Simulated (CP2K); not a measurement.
**GeH2S (SMILES [SH][GeH]) at GFN1-xTB**

Aim: the energy change on altering one bond length of GeH2S at GFN1-xTB, from 2 runs. 

The calculation is run with CP2K 2026.2.

6 further runs of the same task are left out: 1 that didn't finish, 5 set aside as unsound or not needed.

### Step 1. The molecule

GeH2S has 4 atoms, charge 0, and is taken as a singlet. As SMILES, `[SH][GeH]`. Geometry: relaxed at PBE0-D4/def2-TZVP.

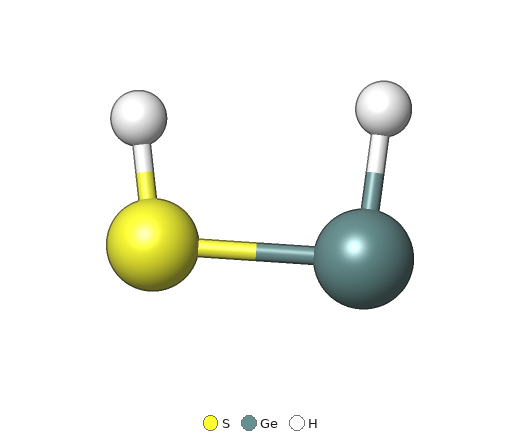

Viewed from a chosen angle; sulfur yellow, germanium teal, hydrogen white.

### Step 2. Energy and forces at GFN1-xTB

Input file run.inp:

```
&GLOBAL
    PROJECT run
    RUN_TYPE ENERGY_FORCE
    PRINT_LEVEL MEDIUM
&END

&FORCE_EVAL
    METHOD QUICKSTEP
    &DFT
        ! Quickstep
        &QS
            METHOD XTB
            EPS_DEFAULT 1.0E-10
            &XTB
                GFN_TYPE 1
                CHECK_ATOMIC_CHARGES F
            &END
        &END
        &POISSON
            PERIODIC NONE
            POISSON_SOLVER ANALYTIC
        &END
        &SCF
            SCF_GUESS ATOMIC
            EPS_SCF 1.0E-06
            MAX_SCF 100
            &DIAGONALIZATION
                ALGORITHM STANDARD
            &END
            &MIXING
                METHOD BROYDEN_MIXING
                ALPHA 0.3
                NBUFFER 8
            &END
        &END
        &PRINT
            &MOMENTS
                PERIODIC F
                REFERENCE COM
                MAX_MOMENT 1
            &END
            &MO ON
                ENERGIES T
                OCCUPATION_NUMBERS T
                NDIGITS 6
                &EACH
                    QS_SCF 0
                &END
                ADD_LAST NUMERIC
            &END
            &HIRSHFELD OFF
            &END
        &END
    &END
    &SUBSYS
        ! box in angstrom
        &CELL
            ABC 9.6 10.6 9.5
            PERIODIC NONE
        &END
        &COORD
            S     -0.443300    -1.201800     0.271700
            Ge    -0.841700     0.737900    -0.743600
            H      0.779200    -0.962100     0.771200
            H      0.561200     1.365900    -0.319400
        &END
        &TOPOLOGY
            &CENTER_COORDINATES
            &END
        &END
    &END
    ! extra output
    &PRINT
        &FORCES ON
        &END
    &END
&END
```

Started as:

```sh
$ OMP_NUM_THREADS=1 cp2k.psmp -i run.inp > run.out 2>&1
```

The program printed:

```text
CP2K| version string:                                       CP2K version 2026.2
[...]
 GLOBAL| Method name                                                        CP2K
[...]
 GLOBAL| Run type                                                   ENERGY_FORCE
[...]
                             - Atoms:                                          4
[...]
                             - Spherical basis functions:                     22
[...]
 Number of electrons:                                                         12
[...]
     1 NoMix/Diag. 0.30E+00    0.0     0.89157204        -6.3975165030 -6.40E+00
[...]
    27 Broy./Diag. 0.30E+00    0.0     0.00000031        -6.4442779259 -9.79E-09
  *** SCF run converged in    27 steps ***
[...]
 TB_DIPOLE| Moment [Debye]         -0.25377181       0.39255703      -0.29062887
 TB_DIPOLE| Derivative [a.u.]       0.00000000       0.00000000       0.00000000
[...]
 ENERGY| Total FORCE_EVAL ( QS ) energy [hartree]             -6.444277918372385
 FORCES| Atomic forces [hartree/bohr]
 FORCES|   Atom     x               y               z               |f|
 FORCES|      1  6.83077188E-03  1.08497987E-02 -1.22778544E-03   1.28796364E-02
 FORCES|      2  1.90696575E-02 -3.97721417E-03  1.10534001E-02   2.23974937E-02
 FORCES|      3 -1.01130349E-02 -2.99533821E-03 -3.70390250E-03   1.11787485E-02
 FORCES|      4 -1.57873945E-02 -3.87724629E-03 -6.12171215E-03   1.73709592E-02
 FORCES| Sum    -2.08166817E-17  5.55111512E-17 -1.90819582E-17
 FORCES| Total atomic force                                       6.22811631E-17
[...]
```

Wall time 0.28 s (1 thread of Arm Neoverse V2, shared host).

### Step 3. The distorted shape

Input file mol.inp:

```
&GLOBAL
   PROJECT mol
   RUN_TYPE ENERGY_FORCE
   PRINT_LEVEL MEDIUM
&END GLOBAL

&FORCE_EVAL
   METHOD QUICKSTEP
   &DFT
      ! Quickstep
      &QS
         METHOD XTB
         EPS_DEFAULT 1.0E-10
         &XTB
            GFN_TYPE 1
            CHECK_ATOMIC_CHARGES F
         &END XTB
      &END QS
      ! cluster boundary conditions
      &POISSON
         PERIODIC NONE
         POISSON_SOLVER ANALYTIC
      &END POISSON
      ! self-consistent field
      &SCF
         SCF_GUESS ATOMIC
         EPS_SCF 1.0E-06
         MAX_SCF 100
         &DIAGONALIZATION
            ALGORITHM STANDARD
         &END DIAGONALIZATION
         &MIXING
            METHOD BROYDEN_MIXING
            ALPHA 0.3
            NBUFFER 8
         &END MIXING
      &END SCF
      ! extra output
      &PRINT
         &MOMENTS
            PERIODIC F
            REFERENCE COM
            MAX_MOMENT 1
         &END MOMENTS
         &MO ON
            ENERGIES T
            OCCUPATION_NUMBERS T
            NDIGITS 6
            &EACH
               QS_SCF 0
            &END EACH
            ADD_LAST NUMERIC
         &END MO
         &HIRSHFELD OFF
         &END HIRSHFELD
      &END PRINT
   &END DFT
   &SUBSYS
      &CELL
         ABC 9.7 10.7 9.5
         PERIODIC NONE
      &END CELL
      &COORD
         S     -0.723871    -1.327396     0.186863
         Ge    -1.122271     0.612304    -0.828437
         H      0.498629    -1.087696     0.686363
         H      0.561200     1.365900    -0.319400
      &END COORD
      &TOPOLOGY
         &CENTER_COORDINATES
         &END CENTER_COORDINATES
      &END TOPOLOGY
   &END SUBSYS
   ! extra output
   &PRINT
      &FORCES ON
      &END FORCES
   &END PRINT
&END FORCE_EVAL
```

Started as:

```sh
$ OMP_NUM_THREADS=1 cp2k.psmp -i mol.inp > mol.out 2>&1
```

The program printed:

```text
CP2K| version string:                                       CP2K version 2026.2
[...]
 GLOBAL| Method name                                                        CP2K
[...]
 GLOBAL| Run type                                                   ENERGY_FORCE
[...]
                             - Atoms:                                          4
[...]
                             - Spherical basis functions:                     22
[...]
 Number of electrons:                                                         12
[...]
     1 NoMix/Diag. 0.30E+00    0.0     0.99785256        -6.3700745642 -6.37E+00
[...]
    19 Broy./Diag. 0.30E+00    0.0     0.00000049        -6.4220916762  5.90E-07
  *** SCF run converged in    19 steps ***
[...]
 TB_DIPOLE| Moment [Debye]         -0.86140202       0.19322309      -0.50506116
 TB_DIPOLE| Derivative [a.u.]       0.00000000       0.00000000       0.00000000
[...]
 ENERGY| Total FORCE_EVAL ( QS ) energy [hartree]             -6.422091609795200
 FORCES| Atomic forces [hartree/bohr]
 FORCES|   Atom     x               y               z               |f|
 FORCES|      1  6.53387099E-03  1.29500013E-02 -2.26097119E-03   1.46801225E-02
 FORCES|      2  4.68865090E-02  5.51645060E-03  2.07142069E-02   5.15543822E-02
 FORCES|      3 -1.10690185E-02 -2.49722727E-03 -4.38420707E-03   1.21647272E-02
 FORCES|      4 -4.23513615E-02 -1.59692247E-02 -1.40690287E-02   4.73982228E-02
 FORCES| Sum     4.16333634E-17  5.89805982E-17  1.38777878E-17
 FORCES| Total atomic force                                       7.35162629E-17
[...]
```

Wall time 0.26 s (1 thread of Arm Neoverse V2, shared host).

### Step 4. Results

At GFN1-xTB:

| quantity | value |
| --- | --- |
| first shape: total energy | -6.44428 Eh |
| first shape: dipole moment (from atomic charges alone) | 0.55 D |
| first shape: HOMO energy | -10.38 eV |
| first shape: dispersion energy | -2.64 kJ/mol |
| first shape: largest force on an atom | 1.152 eV/Å |
| distorted shape: total energy | -6.42209 Eh |
| distorted shape: dipole moment (from atomic charges alone) | 1.02 D |
| distorted shape: HOMO energy | -10.28 eV |
| distorted shape: dispersion energy | -2.92 kJ/mol |
| distorted shape: largest force on an atom | 2.651 eV/Å |
| energy change with the Ge2–H4 bond stretched from 1.595 to 1.913 Å | 0.604 eV |

**Reading.** With the Ge2–H4 bond stretched from 1.595 to 1.913 Å the energy rises by 0.60 eV (58.3 kJ/mol). The first shape isn't relaxed at this level, so the change isn't measured from a minimum. The largest force (first shape) is 1.15 eV/Å: the shape isn't a stationary point for this species at this level. The dipole (first shape) comes from point charges on the atoms alone, without atomic dipoles, so it is partial. The dipole (distorted shape) comes from point charges on the atoms alone, without atomic dipoles, so it is partial.
